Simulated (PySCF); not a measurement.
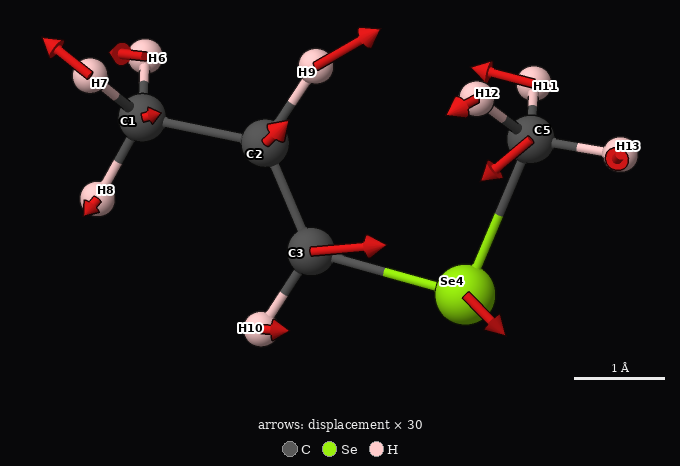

A relaxation of C4H8Se. The starting structure is drawn; red arrows show the displacements, magnified 30 times. The two geometries are superimposed by the best rigid fit.

Style: ball-and-stick. Shown from a free direction.

The start comes from GFN2-xTB.

Theory: PBE0-D3(BJ)/def2-SVP geometry optimisation, gas phase (PySCF 2.14.0, density-fitted response routines). 

Question: What did the optimiser do to the structure, and how much energy did it gain?

Answer: The atom that moves furthest after the best rigid fit is H9 (0.032 Å). Largest moves by element: H 0.032 Å, C 0.031 Å, Se 0.022 Å. Among the contacts that change: Se4–C5 1.950 → 1.934 Å, C2–H9 1.081 → 1.096 Å, C2–C3 1.324 → 1.338 Å, C1–H6 1.090 → 1.103 Å. Over 5 geometry steps the energy falls by 1.01 kcal/mol. Cost: 40 s on 1 thread of Arm Neoverse V1, with other jobs on the host.
